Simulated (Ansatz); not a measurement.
The calculation's input:

```
crystal:
  periodic: [false, false, false]
  atoms:
    - {symbol: Si, position_ang: [0.878782, -0.796898, 0.132739]}
    - {symbol: Si, position_ang: [-0.878718, 0.796851, -0.132738]}
    - {symbol: O, position_ang: [-0.310190, -0.510710, -1.013595]}
    - {symbol: O, position_ang: [0.310126, 0.510757, 1.013594]}
basis:
  gaussian: {orbitals: def2-TZVP, initial_orbitals: start.molden}
total_charge: 1
magnetization: {spin_polarized: true, initial_magnetization: 1}
hamiltonian: {xc: pbe0, dispersion: d4}
scf: {omitted_lower_state_checks: [starts]}
output: {orbitals: {seedname: orbitals}}
```

Command:

```sh
ansatz run in.yaml --threads 4 --pin off --events-out ev --progress --plain --max-ram 3916MiB
```

Geometry: PBE0-D4/def2-TZVP.

Method: UKS PBE0-D4/def2-TZVP (Ansatz).

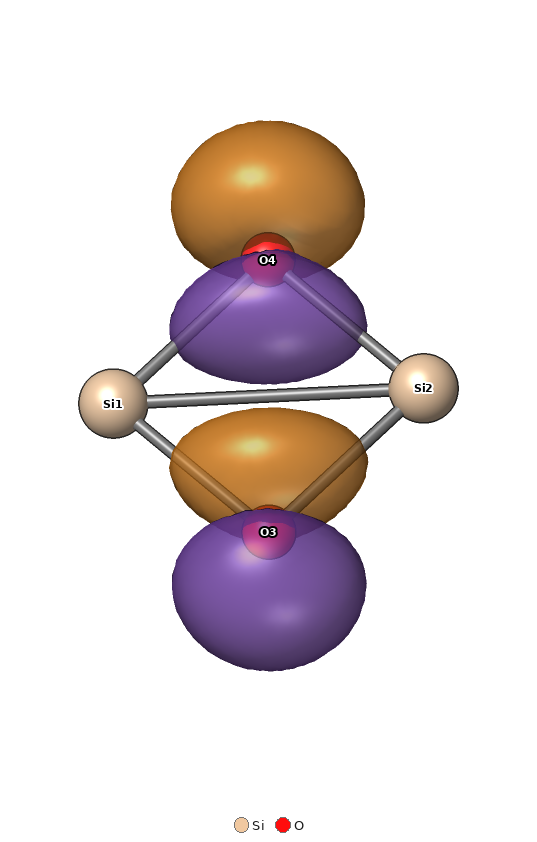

O2Si2 (charge +1, doublet). The HOMO−1 (β) at ±0.2 Å⁻³ᐟ² (orange and purple are the two phases), seen at an oblique angle.

Question: What is the character of this orbital?

Answer: Its weight (Hirshfeld) is mainly on O3 (about 45 %) and O4 (about 45 %); it is symmetric in the molecular plane (an in-plane orbital: σ, lone-pair or in-plane π type); it is ungerade (odd under inversion); largely a combination of lone pairs on O3 and O4. Its energy is −16.14 eV.
